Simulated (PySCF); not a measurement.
SMILES F[SiH](F)O[SiH2]O[Si](Cl)(Cl)Cl at its PBE0/def2-SVP optimised geometry (Å):

```
13

Si    -0.8066     1.4090    -0.1182
F      0.4475     2.4094    -0.0679
F     -1.4993     1.6081    -1.5529
O     -0.2692    -0.1162     0.0000
Si     0.2743    -1.6719     0.0000
O     -0.2654    -2.4063     1.3933
Si    -0.6945    -2.1583     2.9412
Cl     0.7257    -1.0398     3.8915
Cl    -2.4739    -1.1584     3.0224
Cl    -0.8843    -3.9570     3.8693
H     -1.7565     1.7442     0.9494
H      1.7565    -1.6719     0.0000
H     -0.3098    -2.4094    -1.1435
```

Method: PBE0/def2-TZVP run with PySCF. Cells within 0.4 Å of a nucleus heavier than hydrogen are left out (blank, or x).

Map of the deformation density (molecule minus spherical neutral atoms) (e/bohr³) on the plane z = 1.2 Å:

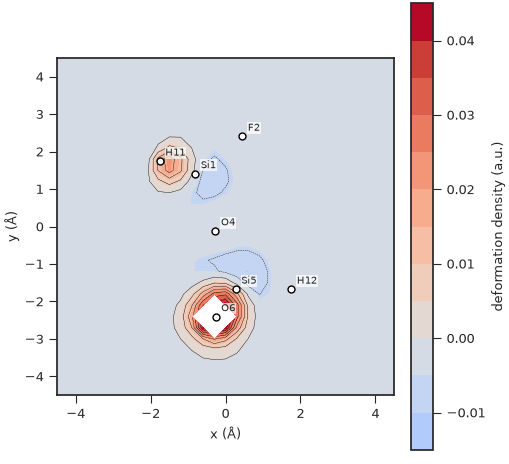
Figure: Deformation density (molecule minus spherical neutral atoms) (e/bohr³) on the plane z = 1.2 Å.
